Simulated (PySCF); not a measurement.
# C₃H₉N, charge +1, doublet, SMILES `C[N+](C)C`: electronic structure

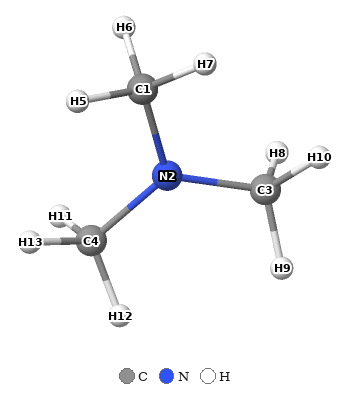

The molecule, with its atoms numbered as below. No frequency check shows the geometry to be a minimum.

Geometry (Å), atoms numbered from 1:

```
C1       0.3187   -1.3732   -0.0033
N2       0.0001   -0.0001    0.0607
C3      -1.3486    0.4106   -0.0033
C4       1.0298    0.9626   -0.0033
H5       1.2830   -1.5779    0.4632
H6       0.3972   -1.7126   -1.0483
H7      -0.4574   -1.9816    0.4632
H8      -1.6818    0.5123   -1.0483
H9      -1.4875    1.3869    0.4632
H10     -2.0081   -0.3221    0.4632
H11      1.2845    1.2004   -1.0483
H12      0.7250    1.9001    0.4632
H13      1.9448    0.5948    0.4631
```

## 1. Bonding charge

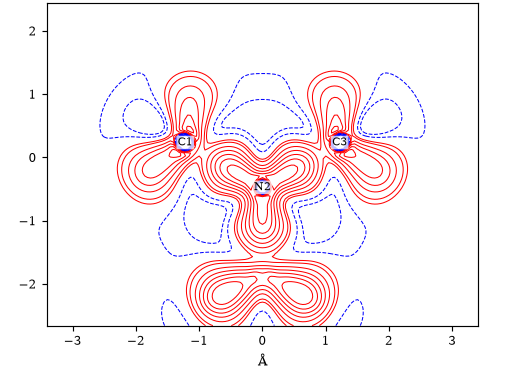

Deformation density (molecule less spherical, spin-averaged free atoms) in the plane of C1, N2 and C3; contours at ±0.05 to ±0.8 e/Å³; solid red lines: gain, dashed blue lines: loss.

Level of theory: HF/def2-SVPD (PySCF), at a geometry from GFN2-xTB. The stability of the open-shell solution wasn't checked. GFN2-xTB doesn't know the spin state, so this open-shell geometry is rough.

> Describe the bonding that the map shows.

C1–N2 and N2–C3: +0.22 e/Å³ at the bond critical point (bond length 1.41 Å). In all, 2.5 electrons gather in the regions of gain relative to the promolecule of neutral atoms (the regions of loss give up this much and the cation's charge besides).

## 2. Bond critical points

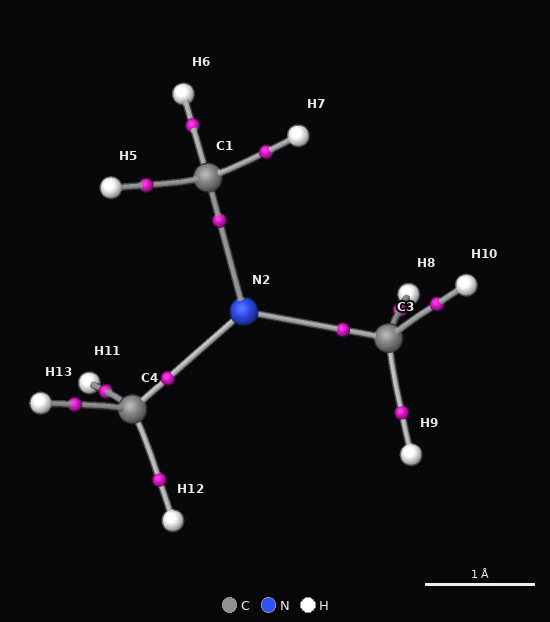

Molecular graph of the electron density (QTAIM): bond paths, bond critical points (magenta), ring points (cyan, if any); weak paths are dashed.

> How many critical points of each kind are there, and does the count close?

13 nuclei, 12 bond, 0 ring and 0 cage critical points: 13 − 12 + 0 − 0 = 1, as the Poincaré–Hopf relation requires.

> Tabulate density, Laplacian, ellipticity and energy density at the bond critical points (atomic units).

```json
{"bond": "C1–H5 (6 alike)", "length (Å)": "1.091", "ρ (a.u.)": "0.290", "∇²ρ (a.u.)": "−1.17", "ε": "0.04", "H (a.u.)": "−0.327"}
{"bond": "C1–H6 (3 alike)", "length (Å)": "1.102", "ρ (a.u.)": "0.278", "∇²ρ (a.u.)": "−1.08", "ε": "0.04", "H (a.u.)": "−0.306"}
{"bond": "C1–N2 (3 alike)", "length (Å)": "1.411", "ρ (a.u.)": "0.274", "∇²ρ (a.u.)": "−0.23", "ε": "0.04", "H (a.u.)": "−0.435"}
```

> What kind of interaction is C1–H5?

Shared-shell (covalent): ρ = 0.290, ∇²ρ = −1.17, H = −0.327 a.u.

## 3. Local ionisation energy

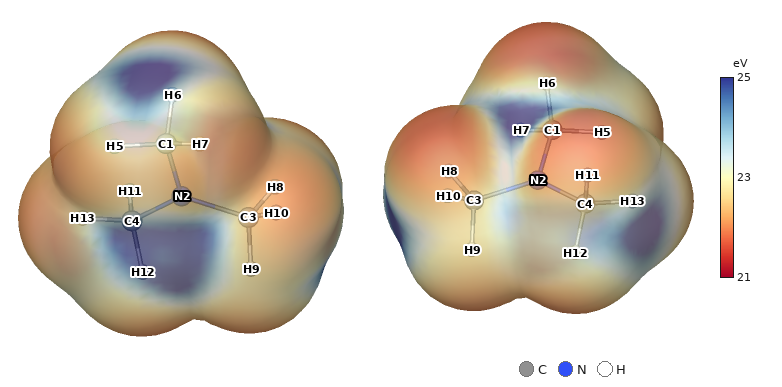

Average local ionisation energy on the surface of electron density 0.001 a.u. (back view left, front view right).

> Where are the most loosely bound electrons on this surface?

The lowest value is 21.7 eV, 1.3 Å from H6, and at like points elsewhere. Further minima include 22.0 eV, 1.3 Å from H13, and at like points elsewhere. For comparison, the highest occupied orbital lies at −18.0 eV.

## 4. Spin density

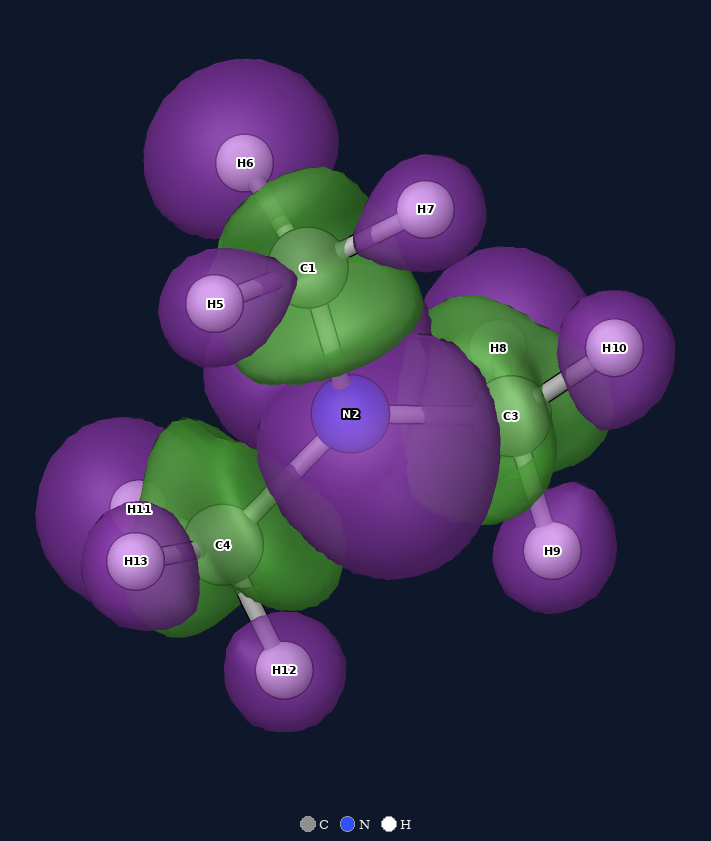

Spin density ρα − ρβ at ±0.01 e/Å³ (purple: excess α, green: excess β).

> How is the spin shared among the atoms?

Hirshfeld spin populations: N2 +0.74 and H6, H8 and H11 +0.05. ⟨S²⟩ = 0.77, against 0.75 for a pure state. The picture also shows regions of β spin from spin polarisation; the Hirshfeld sums, whose atoms overlap, net them against the α spin of neighbours.

## 5. In an electric field

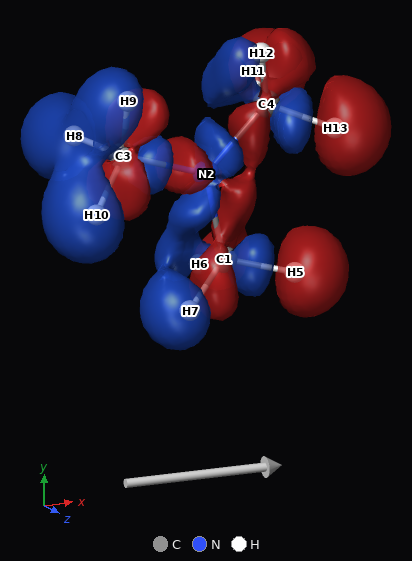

Change of the electron density in a uniform field of 0.10 V/Å along +x (arrow), surfaces at ±0.0008 e/Å³ (blue: gain, red: loss).

PySCF calculation, B3LYP/def2-SVP, gas phase; geometry: GFN2-xTB. A basis without diffuse functions makes polarisabilities too small. The stability of the open-shell solution wasn't checked. GFN2-xTB doesn't know the spin state, so this open-shell geometry is rough.

The field was applied in both directions; the picture shows the one opposite to the script's first.

> How large is the response?

The induced dipole is 0.22 D (along the field); α along this axis, from the fields in both directions, is 43 bohr³ (6.4 Å³).

The PySCF runs shown took 5 s and 43 s on 1 thread of Arm Neoverse V1 (shared host).
